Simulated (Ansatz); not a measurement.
**Molecular dynamics of WH5F (part 1 of 3)**

- system: WH5F
- method: RKS PBE-D4/def2-SVP (Ansatz 0.2.0)

It belongs to a series of runs on one base structure; here: dynamics from the highest image of the converged band. Figures and captions count atoms from 1; the log counts them from 0 in places.

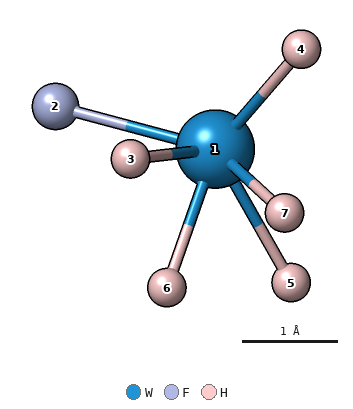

The starting structure (ball-and-stick view, seen at a tilt; atoms are numbered from 1 in the order of the input). Sticks mark near contacts.

Key numbers

| quantity | value |
| --- | --- |
| outcome | finished |
| mean temperature over the second half | 866 K |
| trajectory | 200 steps, 100 fs |
| ensemble | nve |
| temperature in the input | 300.0 K |
| time step | 0.5 fs |
| potential energy (last step) | −4618.7726 eV |
| mean-field energy (last step) | −4618.6635 eV |
| largest force (length of the vector) (last step) | 2.294 eV/Å |
| hardware | 1 thread of Arm Neoverse V2, 24 GiB of memory available, shared host |
| wall time | 5.7 min |
| peak memory | 0.11 GiB |

Notes

So short a trajectory is not equilibrated.

Input
```yaml
crystal:
  periodic: [false, false, false]
  atoms:
    - { symbol: W, position_ang: [-0.118389, 0.315889, 0.498145] }
    - { symbol: F, position_ang: [0.633703, -0.062509, 2.194698] }
    - { symbol: H, position_ang: [1.371146, -0.195702, -0.030609] }
    - { symbol: H, position_ang: [0.32964, 1.663019, -0.461917] }
    - { symbol: H, position_ang: [-1.495505, -0.557062, -0.007051] }
    - { symbol: H, position_ang: [0.114225, -1.215136, -0.088095] }
    - { symbol: H, position_ang: [0.104781, 0.051499, -1.16567] }
basis:
  gaussian: { orbitals: def2-SVP }
hamiltonian:
  xc: pbe
  dispersion: d4
md:
  timestep: 0.5
  n_steps: 200
  ensemble: nve
  temperature: 300.0
  initial_velocities: maxwell_boltzmann
  seed: 6909
```

Command:
```bash
ansatz run input.yaml --threads 1 --pin off --max-ram 2048MiB --backend cpu --events-out ev --progress --plain --runs-dir out
```

Log
```
Engine: ansatz 0.2.0, aarch64-unknown-linux-gnu
Functional definition: PBE
  parameter kappa = 0.804
  parameter beta = 0.06672455060314922
  exchange = pbe_x(kappa = kappa, mu = beta*pi^2/3)
  correlation = pbe_c(beta = beta)
745 factors; their error is unknown
mean field evaluation 1: about -4615.3822 eV, gradient 3.8e1 eV
mean field evaluation 2: about -4596.7587 eV, gradient 1.1e2 eV
mean field evaluation 4: about -4618.3588 eV, gradient 7.2e0 eV
mean field evaluation 8: about -4618.4825 eV, gradient 6.8e-2 eV
mean field evaluation 16: about -4618.4392 eV, gradient 4.2e-5 eV
mean field -4618.43917421 eV, -169.7245091616 hartree, gradient 4.2e-5 eV, S^2 0.000000; 0 other end points of the search recorded, 0 dependent functions left out
the calculation of the forces begins
reference -4618.43923048 eV, -169.7245112295 hartree; 14, 14 occupied and 57, 57 virtual orbitals, 745 factors
md step     0: t =     0.00 fs  T =   300.0 K  F+E_penalty+E_count = -4618.54970891 eV  E_kin = 0.193890 eV  conserved = -4618.35581892 eV  (27 SCF iters)
these checks for a lower state are left out or cut short: starts, cluster_reference, orbital_swaps, neighbouring_geometries, increment
745 factors; their error is unknown
mean field -4618.43788205 eV, -169.7244616756 hartree, gradient 7.2e-6 eV, S^2 0.000000; 0 other end points of the search recorded, 0 dependent functions left out
the calculation of the forces begins
reference -4618.43793842 eV, -169.7244637472 hartree; 14, 14 occupied and 57, 57 virtual orbitals, 745 factors
md step     1: t =     0.50 fs  T =   297.9 K  F+E_penalty+E_count = -4618.54835958 eV  E_kin = 0.192551 eV  conserved = -4618.35580878 eV  (32 SCF iters, 7 dispersion substeps)
[... from here on the SCF iterations and repeated set-up lines of each step are left out, up to the last step ...]
md step     2: t =     1.00 fs  T =   291.8 K  F+E_penalty+E_count = -4618.54440917 eV  E_kin = 0.188622 eV  conserved = -4618.35578716 eV  (32 SCF iters, 7 dispersion substeps)
md step     3: t =     1.50 fs  T =   282.3 K  F+E_penalty+E_count = -4618.53818395 eV  E_kin = 0.182427 eV  conserved = -4618.35575715 eV  (31 SCF iters, 7 dispersion substeps)
md step     4: t =     2.00 fs  T =   269.9 K  F+E_penalty+E_count = -4618.53014440 eV  E_kin = 0.174422 eV  conserved = -4618.35572240 eV  (31 SCF iters, 7 dispersion substeps)
md step     5: t =     2.50 fs  T =   255.5 K  F+E_penalty+E_count = -4618.52082862 eV  E_kin = 0.165142 eV  conserved = -4618.35568659 eV  (31 SCF iters, 7 dispersion substeps)
md step     6: t =     3.00 fs  T =   240.0 K  F+E_penalty+E_count = -4618.51079428 eV  E_kin = 0.155141 eV  conserved = -4618.35565301 eV  (31 SCF iters, 7 dispersion substeps)
md step     7: t =     3.50 fs  T =   224.3 K  F+E_penalty+E_count = -4618.50056625 eV  E_kin = 0.144942 eV  conserved = -4618.35562428 eV  (31 SCF iters, 7 dispersion substeps)
md step     8: t =     4.00 fs  T =   208.9 K  F+E_penalty+E_count = -4618.49059467 eV  E_kin = 0.134993 eV  conserved = -4618.35560213 eV  (32 SCF iters, 7 dispersion substeps)
md step     9: t =     4.50 fs  T =   194.4 K  F+E_penalty+E_count = -4618.48122657 eV  E_kin = 0.125639 eV  conserved = -4618.35558744 eV  (31 SCF iters, 7 dispersion substeps)
md step    10: t =     5.00 fs  T =   181.2 K  F+E_penalty+E_count = -4618.47269191 eV  E_kin = 0.117112 eV  conserved = -4618.35558015 eV  (31 SCF iters, 7 dispersion substeps)
md step    11: t =     5.50 fs  T =   169.5 K  F+E_penalty+E_count = -4618.46510382 eV  E_kin = 0.109524 eV  conserved = -4618.35557945 eV  (31 SCF iters, 7 dispersion substeps)
md step    12: t =     6.00 fs  T =   159.2 K  F+E_penalty+E_count = -4618.45847160 eV  E_kin = 0.102888 eV  conserved = -4618.35558386 eV  (32 SCF iters, 7 dispersion substeps)
md step    13: t =     6.50 fs  T =   150.3 K  F+E_penalty+E_count = -4618.45272442 eV  E_kin = 0.097133 eV  conserved = -4618.35559142 eV  (32 SCF iters, 7 dispersion substeps)
md step    14: t =     7.00 fs  T =   142.6 K  F+E_penalty+E_count = -4618.44774278 eV  E_kin = 0.092143 eV  conserved = -4618.35559988 eV  (33 SCF iters, 7 dispersion substeps)
md step    15: t =     7.50 fs  T =   135.8 K  F+E_penalty+E_count = -4618.44339452 eV  E_kin = 0.087788 eV  conserved = -4618.35560695 eV  (32 SCF iters, 7 dispersion substeps)
md step    16: t =     8.00 fs  T =   129.9 K  F+E_penalty+E_count = -4618.43957125 eV  E_kin = 0.083961 eV  conserved = -4618.35561058 eV  (32 SCF iters, 7 dispersion substeps)
md step    17: t =     8.50 fs  T =   124.7 K  F+E_penalty+E_count = -4618.43622073 eV  E_kin = 0.080611 eV  conserved = -4618.35560928 eV  (28 SCF iters, 7 dispersion substeps)
md step    18: t =     9.00 fs  T =   120.3 K  F+E_penalty+E_count = -4618.43337019 eV  E_kin = 0.077768 eV  conserved = -4618.35560238 eV  (32 SCF iters, 7 dispersion substeps)
md step    19: t =     9.50 fs  T =   116.9 K  F+E_penalty+E_count = -4618.43113590 eV  E_kin = 0.075546 eV  conserved = -4618.35559032 eV  (32 SCF iters, 7 dispersion substeps)
md step    20: t =    10.00 fs  T =   114.7 K  F+E_penalty+E_count = -4618.42971524 eV  E_kin = 0.074141 eV  conserved = -4618.35557468 eV  (31 SCF iters, 7 dispersion substeps)
md step    21: t =    10.50 fs  T =   114.2 K  F+E_penalty+E_count = -4618.42936031 eV  E_kin = 0.073802 eV  conserved = -4618.35555832 eV  (31 SCF iters, 7 dispersion substeps)
md step    22: t =    11.00 fs  T =   115.7 K  F+E_penalty+E_count = -4618.43033391 eV  E_kin = 0.074789 eV  conserved = -4618.35554462 eV  (31 SCF iters, 7 dispersion substeps)
md step    23: t =    11.50 fs  T =   119.6 K  F+E_penalty+E_count = -4618.43285542 eV  E_kin = 0.077318 eV  conserved = -4618.35553715 eV  (31 SCF iters, 7 dispersion substeps)
md step    24: t =    12.00 fs  T =   126.1 K  F+E_penalty+E_count = -4618.43704476 eV  E_kin = 0.081506 eV  conserved = -4618.35553887 eV  (31 SCF iters, 7 dispersion substeps)
md step    25: t =    12.50 fs  T =   135.1 K  F+E_penalty+E_count = -4618.44287644 eV  E_kin = 0.087325 eV  conserved = -4618.35555142 eV  (32 SCF iters, 7 dispersion substeps)
md step    26: t =    13.00 fs  T =   146.3 K  F+E_penalty+E_count = -4618.45015415 eV  E_kin = 0.094579 eV  conserved = -4618.35557469 eV  (32 SCF iters, 7 dispersion substeps)
md step    27: t =    13.50 fs  T =   159.2 K  F+E_penalty+E_count = -4618.45851300 eV  E_kin = 0.102906 eV  conserved = -4618.35560669 eV  (32 SCF iters, 7 dispersion substeps)
md step    28: t =    14.00 fs  T =   173.0 K  F+E_penalty+E_count = -4618.46745078 eV  E_kin = 0.111807 eV  conserved = -4618.35564390 eV  (32 SCF iters, 7 dispersion substeps)
md step    29: t =    14.50 fs  T =   186.8 K  F+E_penalty+E_count = -4618.47638342 eV  E_kin = 0.120702 eV  conserved = -4618.35568188 eV  (32 SCF iters, 7 dispersion substeps)
md step    30: t =    15.00 fs  T =   199.6 K  F+E_penalty+E_count = -4618.48471437 eV  E_kin = 0.128998 eV  conserved = -4618.35571610 eV  (32 SCF iters, 7 dispersion substeps)
md step    31: t =    15.50 fs  T =   210.7 K  F+E_penalty+E_count = -4618.49190578 eV  E_kin = 0.136163 eV  conserved = -4618.35574280 eV  (32 SCF iters, 7 dispersion substeps)
md step    32: t =    16.00 fs  T =   219.4 K  F+E_penalty+E_count = -4618.49753887 eV  E_kin = 0.141780 eV  conserved = -4618.35575922 eV  (32 SCF iters, 7 dispersion substeps)
md step    33: t =    16.50 fs  T =   225.3 K  F+E_penalty+E_count = -4618.50135578 eV  E_kin = 0.145591 eV  conserved = -4618.35576434 eV  (32 SCF iters, 7 dispersion substeps)
md step    34: t =    17.00 fs  T =   228.3 K  F+E_penalty+E_count = -4618.50327674 eV  E_kin = 0.147518 eV  conserved = -4618.35575852 eV  (32 SCF iters, 7 dispersion substeps)
md step    35: t =    17.50 fs  T =   228.5 K  F+E_penalty+E_count = -4618.50339393 eV  E_kin = 0.147650 eV  conserved = -4618.35574368 eV  (28 SCF iters, 7 dispersion substeps)
md step    36: t =    18.00 fs  T =   226.2 K  F+E_penalty+E_count = -4618.50194380 eV  E_kin = 0.146221 eV  conserved = -4618.35572240 eV  (32 SCF iters, 7 dispersion substeps)
md step    37: t =    18.50 fs  T =   222.1 K  F+E_penalty+E_count = -4618.49926539 eV  E_kin = 0.143568 eV  conserved = -4618.35569784 eV  (32 SCF iters, 7 dispersion substeps)
md step    38: t =    19.00 fs  T =   216.7 K  F+E_penalty+E_count = -4618.49575008 eV  E_kin = 0.140077 eV  conserved = -4618.35567323 eV  (31 SCF iters, 7 dispersion substeps)
md step    39: t =    19.50 fs  T =   210.6 K  F+E_penalty+E_count = -4618.49179016 eV  E_kin = 0.136139 eV  conserved = -4618.35565148 eV  (32 SCF iters, 7 dispersion substeps)
md step    40: t =    20.00 fs  T =   204.4 K  F+E_penalty+E_count = -4618.48773228 eV  E_kin = 0.132097 eV  conserved = -4618.35563490 eV  (32 SCF iters, 7 dispersion substeps)
md step    41: t =    20.50 fs  T =   198.4 K  F+E_penalty+E_count = -4618.48384070 eV  E_kin = 0.128216 eV  conserved = -4618.35562494 eV  (31 SCF iters, 7 dispersion substeps)
md step    42: t =    21.00 fs  T =   192.9 K  F+E_penalty+E_count = -4618.48027400 eV  E_kin = 0.124652 eV  conserved = -4618.35562210 eV  (31 SCF iters, 7 dispersion substeps)
md step    43: t =    21.50 fs  T =   187.9 K  F+E_penalty+E_count = -4618.47707715 eV  E_kin = 0.121451 eV  conserved = -4618.35562588 eV  (31 SCF iters, 7 dispersion substeps)
md step    44: t =    22.00 fs  T =   183.4 K  F+E_penalty+E_count = -4618.47418953 eV  E_kin = 0.118555 eV  conserved = -4618.35563486 eV  (32 SCF iters, 7 dispersion substeps)
md step    45: t =    22.50 fs  T =   179.2 K  F+E_penalty+E_count = -4618.47146740 eV  E_kin = 0.115820 eV  conserved = -4618.35564691 eV  (32 SCF iters, 7 dispersion substeps)
md step    46: t =    23.00 fs  T =   174.9 K  F+E_penalty+E_count = -4618.46871838 eV  E_kin = 0.113059 eV  conserved = -4618.35565939 eV  (32 SCF iters, 7 dispersion substeps)
md step    47: t =    23.50 fs  T =   170.3 K  F+E_penalty+E_count = -4618.46574347 eV  E_kin = 0.110074 eV  conserved = -4618.35566949 eV  (32 SCF iters, 7 dispersion substeps)
md step    48: t =    24.00 fs  T =   165.1 K  F+E_penalty+E_count = -4618.46238143 eV  E_kin = 0.106707 eV  conserved = -4618.35567464 eV  (32 SCF iters, 7 dispersion substeps)
md step    49: t =    24.50 fs  T =   159.2 K  F+E_penalty+E_count = -4618.45854928 eV  E_kin = 0.102876 eV  conserved = -4618.35567303 eV  (32 SCF iters, 7 dispersion substeps)
md step    50: t =    25.00 fs  T =   152.6 K  F+E_penalty+E_count = -4618.45427184 eV  E_kin = 0.098608 eV  conserved = -4618.35566365 eV  (32 SCF iters, 7 dispersion substeps)
md step    51: t =    25.50 fs  T =   145.5 K  F+E_penalty+E_count = -4618.44969547 eV  E_kin = 0.094049 eV  conserved = -4618.35564694 eV  (32 SCF iters, 7 dispersion substeps)
md step    52: t =    26.00 fs  T =   138.4 K  F+E_penalty+E_count = -4618.44508071 eV  E_kin = 0.089456 eV  conserved = -4618.35562482 eV  (31 SCF iters, 7 dispersion substeps)
md step    53: t =    26.50 fs  T =   131.8 K  F+E_penalty+E_count = -4618.44077295 eV  E_kin = 0.085173 eV  conserved = -4618.35560023 eV  (29 SCF iters, 7 dispersion substeps)
md step    54: t =    27.00 fs  T =   126.2 K  F+E_penalty+E_count = -4618.43715516 eV  E_kin = 0.081578 eV  conserved = -4618.35557704 eV  (33 SCF iters, 7 dispersion substeps)
md step    55: t =    27.50 fs  T =   122.3 K  F+E_penalty+E_count = -4618.43458862 eV  E_kin = 0.079030 eV  conserved = -4618.35555905 eV  (31 SCF iters, 7 dispersion substeps)
md step    56: t =    28.00 fs  T =   120.4 K  F+E_penalty+E_count = -4618.43335348 eV  E_kin = 0.077804 eV  conserved = -4618.35554932 eV  (31 SCF iters, 7 dispersion substeps)
md step    57: t =    28.50 fs  T =   120.8 K  F+E_penalty+E_count = -4618.43360067 eV  E_kin = 0.078051 eV  conserved = -4618.35554963 eV  (33 SCF iters, 7 dispersion substeps)
md step    58: t =    29.00 fs  T =   123.4 K  F+E_penalty+E_count = -4618.43532458 eV  E_kin = 0.079765 eV  conserved = -4618.35556002 eV  (32 SCF iters, 7 dispersion substeps)
md step    59: t =    29.50 fs  T =   128.1 K  F+E_penalty+E_count = -4618.43836260 eV  E_kin = 0.082784 eV  conserved = -4618.35557884 eV  (32 SCF iters, 7 dispersion substeps)
md step    60: t =    30.00 fs  T =   134.3 K  F+E_penalty+E_count = -4618.44242072 eV  E_kin = 0.086818 eV  conserved = -4618.35560317 eV  (32 SCF iters, 7 dispersion substeps)
md step    61: t =    30.50 fs  T =   141.6 K  F+E_penalty+E_count = -4618.44711922 eV  E_kin = 0.091490 eV  conserved = -4618.35562940 eV  (32 SCF iters, 7 dispersion substeps)
md step    62: t =    31.00 fs  T =   149.1 K  F+E_penalty+E_count = -4618.45204888 eV  E_kin = 0.096395 eV  conserved = -4618.35565399 eV  (32 SCF iters, 7 dispersion substeps)
md step    63: t =    31.50 fs  T =   156.5 K  F+E_penalty+E_count = -4618.45682681 eV  E_kin = 0.101153 eV  conserved = -4618.35567393 eV  (33 SCF iters, 7 dispersion substeps)
md step    64: t =    32.00 fs  T =   163.2 K  F+E_penalty+E_count = -4618.46114311 eV  E_kin = 0.105456 eV  conserved = -4618.35568730 eV  (32 SCF iters, 7 dispersion substeps)
md step    65: t =    32.50 fs  T =   168.8 K  F+E_penalty+E_count = -4618.46479199 eV  E_kin = 0.109099 eV  conserved = -4618.35569326 eV  (32 SCF iters, 7 dispersion substeps)
md step    66: t =    33.00 fs  T =   173.3 K  F+E_penalty+E_count = -4618.46768514 eV  E_kin = 0.111993 eV  conserved = -4618.35569206 eV  (32 SCF iters, 7 dispersion substeps)
md step    67: t =    33.50 fs  T =   176.6 K  F+E_penalty+E_count = -4618.46984790 eV  E_kin = 0.114163 eV  conserved = -4618.35568486 eV  (32 SCF iters, 7 dispersion substeps)
md step    68: t =    34.00 fs  T =   179.1 K  F+E_penalty+E_count = -4618.47140118 eV  E_kin = 0.115728 eV  conserved = -4618.35567335 eV  (32 SCF iters, 7 dispersion substeps)
md step    69: t =    34.50 fs  T =   180.8 K  F+E_penalty+E_count = -4618.47253356 eV  E_kin = 0.116874 eV  conserved = -4618.35565981 eV  (32 SCF iters, 7 dispersion substeps)
md step    70: t =    35.00 fs  T =   182.3 K  F+E_penalty+E_count = -4618.47346685 eV  E_kin = 0.117820 eV  conserved = -4618.35564637 eV  (32 SCF iters, 7 dispersion substeps)
md step    71: t =    35.50 fs  T =   183.8 K  F+E_penalty+E_count = -4618.47442141 eV  E_kin = 0.118786 eV  conserved = -4618.35563502 eV  (31 SCF iters, 7 dispersion substeps)
md step    72: t =    36.00 fs  T =   185.6 K  F+E_penalty+E_count = -4618.47558379 eV  E_kin = 0.119956 eV  conserved = -4618.35562739 eV  (28 SCF iters, 7 dispersion substeps)
md step    73: t =    36.50 fs  T =   187.9 K  F+E_penalty+E_count = -4618.47708114 eV  E_kin = 0.121457 eV  conserved = -4618.35562455 eV  (32 SCF iters, 7 dispersion substeps)
md step    74: t =    37.00 fs  T =   190.8 K  F+E_penalty+E_count = -4618.47896467 eV  E_kin = 0.123338 eV  conserved = -4618.35562672 eV  (32 SCF iters, 7 dispersion substeps)
md step    75: t =    37.50 fs  T =   194.3 K  F+E_penalty+E_count = -4618.48120523 eV  E_kin = 0.125572 eV  conserved = -4618.35563348 eV  (32 SCF iters, 7 dispersion substeps)
md step    76: t =    38.00 fs  T =   198.1 K  F+E_penalty+E_count = -4618.48370062 eV  E_kin = 0.128057 eV  conserved = -4618.35564363 eV  (32 SCF iters, 7 dispersion substeps)
md step    77: t =    38.50 fs  T =   202.1 K  F+E_penalty+E_count = -4618.48629524 eV  E_kin = 0.130640 eV  conserved = -4618.35565531 eV  (32 SCF iters, 7 dispersion substeps)
md step    78: t =    39.00 fs  T =   206.0 K  F+E_penalty+E_count = -4618.48880969 eV  E_kin = 0.133143 eV  conserved = -4618.35566637 eV  (32 SCF iters, 7 dispersion substeps)
md step    79: t =    39.50 fs  T =   209.5 K  F+E_penalty+E_count = -4618.49107649 eV  E_kin = 0.135402 eV  conserved = -4618.35567425 eV  (32 SCF iters, 7 dispersion substeps)
md step    80: t =    40.00 fs  T =   212.4 K  F+E_penalty+E_count = -4618.49297837 eV  E_kin = 0.137302 eV  conserved = -4618.35567686 eV  (32 SCF iters, 7 dispersion substeps)
md step    81: t =    40.50 fs  T =   214.8 K  F+E_penalty+E_count = -4618.49448175 eV  E_kin = 0.138809 eV  conserved = -4618.35567268 eV  (31 SCF iters, 7 dispersion substeps)
md step    82: t =    41.00 fs  T =   216.6 K  F+E_penalty+E_count = -4618.49566048 eV  E_kin = 0.139999 eV  conserved = -4618.35566116 eV  (32 SCF iters, 7 dispersion substeps)
md step    83: t =    41.50 fs  T =   218.3 K  F+E_penalty+E_count = -4618.49670412 eV  E_kin = 0.141061 eV  conserved = -4618.35564292 eV  (32 SCF iters, 7 dispersion substeps)
md step    84: t =    42.00 fs  T =   220.2 K  F+E_penalty+E_count = -4618.49790732 eV  E_kin = 0.142288 eV  conserved = -4618.35561976 eV  (32 SCF iters, 7 dispersion substeps)
md step    85: t =    42.50 fs  T =   222.9 K  F+E_penalty+E_count = -4618.49964010 eV  E_kin = 0.144045 eV  conserved = -4618.35559471 eV  (32 SCF iters, 7 dispersion substeps)
md step    86: t =    43.00 fs  T =   227.0 K  F+E_penalty+E_count = -4618.50230147 eV  E_kin = 0.146730 eV  conserved = -4618.35557121 eV  (32 SCF iters, 7 dispersion substeps)
md step    87: t =    43.50 fs  T =   233.2 K  F+E_penalty+E_count = -4618.50626456 eV  E_kin = 0.150712 eV  conserved = -4618.35555272 eV  (32 SCF iters, 7 dispersion substeps)
md step    88: t =    44.00 fs  T =   241.8 K  F+E_penalty+E_count = -4618.51182227 eV  E_kin = 0.156280 eV  conserved = -4618.35554199 eV  (32 SCF iters, 7 dispersion substeps)
md step    89: t =    44.50 fs  T =   253.1 K  F+E_penalty+E_count = -4618.51914422 eV  E_kin = 0.163604 eV  conserved = -4618.35554052 eV  (31 SCF iters, 7 dispersion substeps)
md step    90: t =    45.00 fs  T =   267.2 K  F+E_penalty+E_count = -4618.52825345 eV  E_kin = 0.172705 eV  conserved = -4618.35554824 eV  (29 SCF iters, 7 dispersion substeps)
md step    91: t =    45.50 fs  T =   283.9 K  F+E_penalty+E_count = -4618.53902733 eV  E_kin = 0.183464 eV  conserved = -4618.35556363 eV  (32 SCF iters, 7 dispersion substeps)
md step    92: t =    46.00 fs  T =   302.7 K  F+E_penalty+E_count = -4618.55122188 eV  E_kin = 0.195638 eV  conserved = -4618.35558399 eV  (32 SCF iters, 7 dispersion substeps)
md step    93: t =    46.50 fs  T =   323.2 K  F+E_penalty+E_count = -4618.56451394 eV  E_kin = 0.208908 eV  conserved = -4618.35560611 eV  (31 SCF iters, 7 dispersion substeps)
md step    94: t =    47.00 fs  T =   344.9 K  F+E_penalty+E_count = -4618.57855245 eV  E_kin = 0.222926 eV  conserved = -4618.35562676 eV  (31 SCF iters, 9 dispersion substeps)
md step    95: t =    47.50 fs  T =   367.3 K  F+E_penalty+E_count = -4618.59300958 eV  E_kin = 0.237366 eV  conserved = -4618.35564325 eV  (32 SCF iters, 9 dispersion substeps)
md step    96: t =    48.00 fs  T =   389.9 K  F+E_penalty+E_count = -4618.60762395 eV  E_kin = 0.251970 eV  conserved = -4618.35565381 eV  (31 SCF iters, 9 dispersion substeps)
md step    97: t =    48.50 fs  T =   412.5 K  F+E_penalty+E_count = -4618.62223044 eV  E_kin = 0.266573 eV  conserved = -4618.35565757 eV  (31 SCF iters, 9 dispersion substeps)
md step    98: t =    49.00 fs  T =   435.0 K  F+E_penalty+E_count = -4618.63677483 eV  E_kin = 0.281120 eV  conserved = -4618.35565460 eV  (32 SCF iters, 9 dispersion substeps)
md step    99: t =    49.50 fs  T =   457.5 K  F+E_penalty+E_count = -4618.65131338 eV  E_kin = 0.295667 eV  conserved = -4618.35564592 eV  (32 SCF iters, 9 dispersion substeps)
md step   100: t =    50.00 fs  T =   480.2 K  F+E_penalty+E_count = -4618.66599840 eV  E_kin = 0.310365 eV  conserved = -4618.35563306 eV  (32 SCF iters, 9 dispersion substeps)
```
